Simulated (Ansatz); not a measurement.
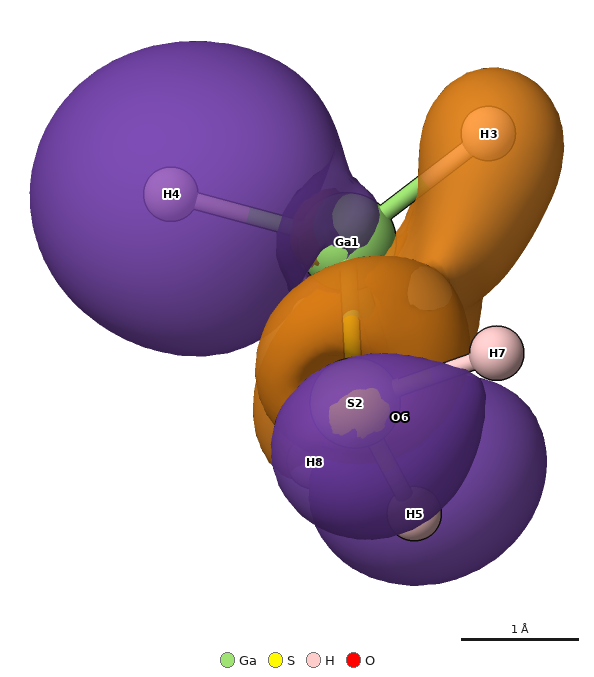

Figure. GaH₅OS. The HOMO−1 at ±0.08 Å⁻³ᐟ² (orange and purple are the two phases), seen at an oblique angle.

The product side of a reaction path; geometry: PBE0-D4/def2-TZVP.

Computed with Ansatz 0.2.0, RKS PBE0-D4/def2-TZVPP.

Input file:

```
crystal:
  periodic: [false, false, false]
  atoms:
    - {symbol: Ga, position_ang: [-0.965689, -0.315110, -0.187463]}
    - {symbol: S, position_ang: [1.067442, 1.415578, -0.467091]}
    - {symbol: H, position_ang: [-0.814867, -0.983975, -1.593265]}
    - {symbol: H, position_ang: [-2.106106, 0.659334, 0.273042]}
    - {symbol: H, position_ang: [1.666477, 0.559179, 0.381725]}
    - {symbol: O, position_ang: [-0.052121, -1.173804, 1.132579]}
    - {symbol: H, position_ang: [1.597476, 0.817999, -1.546833]}
    - {symbol: H, position_ang: [-0.392711, -0.979201, 2.007206]}
basis:
  gaussian: {orbitals: def2-TZVPP}
hamiltonian: {xc: pbe0, dispersion: d4}
output: {orbitals: {seedname: orbitals}}
```

Run with:

```sh
ansatz run in.yaml --threads 4 --pin off --events-out ev --progress --plain --max-ram 9574MiB
```

Question: What is the character of this orbital?

Answer: Its weight (Hirshfeld) is mainly on O6 (about 35 %), H4 (about 25 %), Ga1 (about 20 %) and S2 (about 10 %). Its energy is −8.10 eV.
